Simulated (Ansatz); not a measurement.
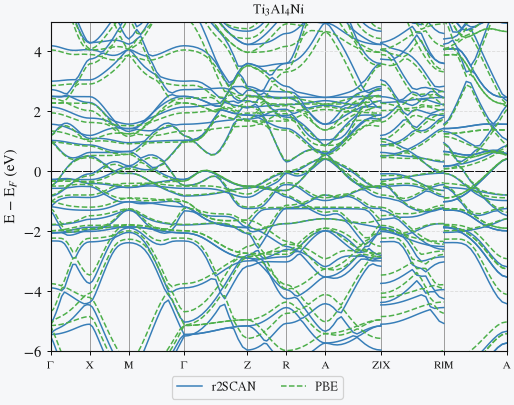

Band structures of Ti$_{3}$Al$_{4}$Ni, space group P4/mmm, 8 atoms in the cell, by two methods on the same cell. Each is counted from its own Fermi level.

> What changes from one method to the other?

Both give a metal. The 11 bands that come within 1 eV of the Fermi level differ by 0.08 eV on average and by 0.39 eV at most (at Z).

Settings. r2SCAN: DFT r2SCAN, scalar-relativistic, plane waves, PAW, no spin polarisation, 6×6×10 k mesh, 500 eV cutoff (Ansatz). PBE: DFT PBE, scalar-relativistic, plane waves, PAW, no spin polarisation, 6×6×10 k mesh, 420 eV cutoff, Gaussian smearing of 0.1 eV (Ansatz 0.2.0).

The run has no spin polarisation, so a magnetic state may lie lower. The structure is an invented one, so it need not be a known or stable phase.
